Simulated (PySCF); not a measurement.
```xyz
2

Ga    0.0000    0.0000   -0.7570
Cl    0.0000    0.0000    1.4920
```

The calculation used PBE0/cc-pVDZ(-PP), non-relativistic Hamiltonian with scalar-relativistic core potentials where named, at a bond length of 2.249 Å (PySCF).

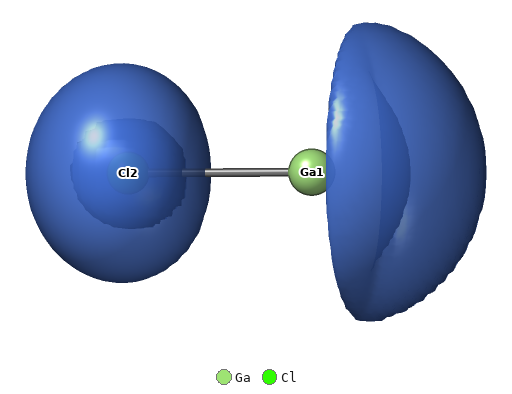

GaCl. Isosurface of the ELF at 0.75 (blue), seen from one side. Only the valence region is drawn (cores and ρ < 0.01 e/Å³ removed).

> Identify the bonds, lone pairs and shells in this picture.

The ELF exceeds this value in one lobe on Ga, pointing away from the bonds (lone pairs) and one region wrapped around Cl (its valence shell).

Values along the shortest contacts:
Ga–Cl (2.25 Å): the ELF peaks at about 0.85 in the valence shell of Cl, 0.8 Å from its nucleus, and is about 0.50 at the midpoint.
